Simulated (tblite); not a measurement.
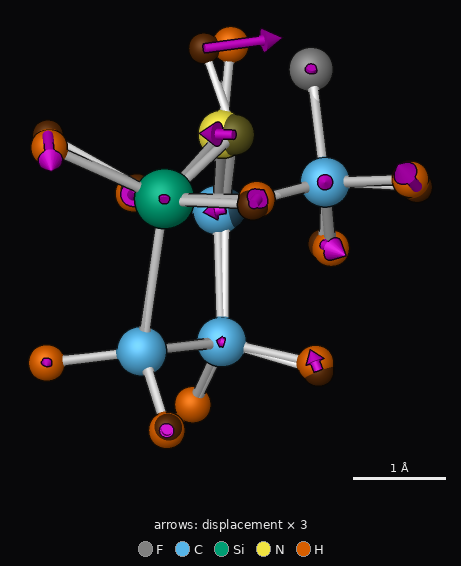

This is a relaxation of C₄H₁₀FNSi. The starting structure is drawn faded, the final one solid; purple arrows show the displacements, 3 times their true length. The two geometries are superimposed by the best rigid fit.

Style: ball-and-stick. Shown from a free direction.

These are results of tblite 0.8.0, GFN2-xTB geometry optimisation, gas phase, not measurements. 

Which element moves most?

Hydrogen: up to 0.31 Å, against 0.15 Å for nitrogen.

What happened in the run?

The energy falls by 5.40 kcal/mol in 56 geometry steps. The largest move after the best rigid fit is that of an H atom, 0.31 Å. By element the largest moves are H 0.31 Å, N 0.15 Å, C 0.09 Å, F 0.04 Å, Si 0.03 Å. Near-neighbour distances that change, for instance: C–N 1.487 → 1.447 Å, H–Si 1.489 → 1.465 Å, C–H 1.110 → 1.092 Å, C–C 1.509 → 1.526 Å. Among the angles between lasting bonds that change: Si–N–H 112.3° → 126.6°, N–Si–H 108.1° → 115.8°, H–Si–H 116.8° → 111.2°. Cost: 0.58 s on 1 thread of Arm Neoverse N1, on a shared host.
